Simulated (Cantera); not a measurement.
Input: 1 mol Si, 0.2 mol CO₂, 99 mol H₂, at 1 atm.

These are equilibrium values from Cantera (NASA tables, ideal gas, pure condensed phases), not measurements of a reactor. Candidate condensed phases: C, C₆H₆, C₇H₈, C₈H₁₈, H₂O, Si, SiC, SiO₂; 123 gas species. Mutual solubility and eutectic melting of coexisting phases are not modelled. The tables hold silica as quartz up to 1696 K and as liquid above; real silica turns to tridymite and cristobalite and melts near 1996 K. Gases not in the tables: Si₂H₆ and higher silanes. Kinetics and transport are ignored.

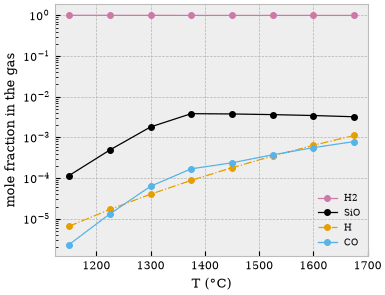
Figure. Equilibrium gas composition (values under 1e-9 drawn at 1e-9)

From 1150 °C to 1300 °C the condensed part is Si(s) + SiC(s) + SiO₂(β-quartz). At 1375 °C the condensed part is Si(s) + SiC(s). From 1450 °C to 1675 °C the condensed part is Si(l) + SiC(s). The main Si-bearing gas is SiO throughout. The share of Si in condensed phases is highest at 1150 °C (98.8 %) and lowest at 1375 °C (61.7 %).
